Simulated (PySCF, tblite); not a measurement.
# C7H14Si: geometry, infrared bands and NMR shifts

Wanted: the infrared bands and NMR shifts of C7H14Si (`C#CCCC(C)(C)[SiH3]`), by calculation.

The runs use tblite 0.8.0 and PySCF 2.14.0, with density-fitted response routines of our own; the level of theory stands in each step. All values are computed, except where a source is named. Atoms count from 0, in the outputs and in this text.

**1. The starting structure**

22 atoms, charge 0, multiplicity 1; geometry from: force field or distance geometry start.

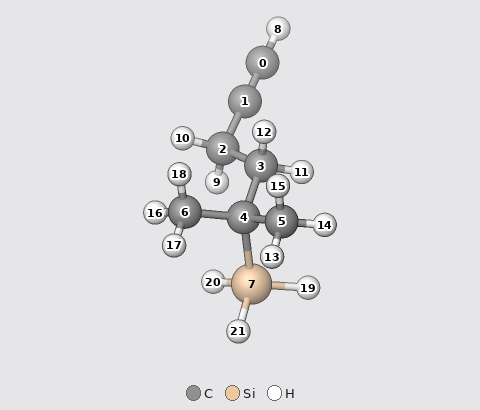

As it starts; carbon grey, silicon light orange, hydrogen white, atoms numbered; sticks join atoms by distance.

**2. Relaxing the molecule with GFN2-xTB**

What the job is given:

```
{"job": {"kind": "relax", "xc": "GFN2-xTB", "basis": "xTB"}, "charge": 0, "multiplicity": 1}
C      4.160300     0.125700     0.307400
C      2.997200    -0.211800     0.334300
C      1.602600    -0.646100     0.393800
C      0.687500     0.405600    -0.294600
C     -0.847500     0.100800    -0.251900
C     -1.545900     1.134000    -1.190500
C     -1.151300    -1.308400    -0.807500
Si    -1.587300     0.303800     1.566100
H      5.177100     0.431300     0.277900
H      1.300400    -0.793400     1.439500
H      1.499600    -1.611600    -0.116800
H      0.873000     1.381500     0.163200
H      1.003100     0.487500    -1.324600
H     -2.623400     0.989100    -1.215700
H     -1.353900     2.172000    -0.856900
H     -1.177300     1.045000    -2.205000
H     -0.767400    -2.095500    -0.142100
H     -2.233000    -1.481500    -0.904300
H     -0.704800    -1.450400    -1.788100
H     -1.268900     1.660800     2.069700
H     -0.985800    -0.724800     2.443300
H     -3.064800     0.105700     1.497800
```

Started as:

```console
$ OMP_NUM_THREADS=1 python probes_run.py task.json out
```

This one command runs all jobs of the session in turn.

**Question.** This job is followed by: GFN2-xTB harmonic vibrations, gas phase; GIAO PBE0/pcSseg-1 NMR shielding, non-relativistic, gas phase. What will the session give for the following? strongest single infrared mode (GFN2-xTB); zero-point energy (GFN2-xTB); 13C shifts against TMS (PBE0/pcSseg-1, means over atoms taken as alike); 1H shifts against TMS (PBE0/pcSseg-1, means over atoms taken as alike); 29Si shifts against TMS (PBE0/pcSseg-1).

**Answer**, as computed:

```
                                                               quantity                                   value
                              strongest single infrared mode (GFN2-xTB)                   2245 cm⁻¹, 371 km/mol
                                           zero-point energy (GFN2-xTB)                          113.7 kcal/mol
13C shifts against TMS (PBE0/pcSseg-1, means over atoms taken as alike)  89.3, 74.8, 48.2, 29.3, 23.4, 19.2 ppm
 1H shifts against TMS (PBE0/pcSseg-1, means over atoms taken as alike)        3.73, 2.27, 1.62, 1.38, 1.08 ppm
                                29Si shifts against TMS (PBE0/pcSseg-1)                               -54.9 ppm
```

What this shows: Relaxing lowered the energy by 0.140 eV in 93 steps; the close pair that moved most is C4–Si7, from 1.973 to 1.920 Å. All 60 modes are real, so the xTB geometry is a minimum. The strongest single mode, at 2245 cm⁻¹, moves mainly H20. GFN2-xTB is a fitted tight-binding method: band positions and strengths are rough. Its intensities can rank the bands wrongly. At PBE0/pcSseg-1: The widest tensor belongs to C1: span 304 ppm, with a paramagnetic part of -159 ppm.
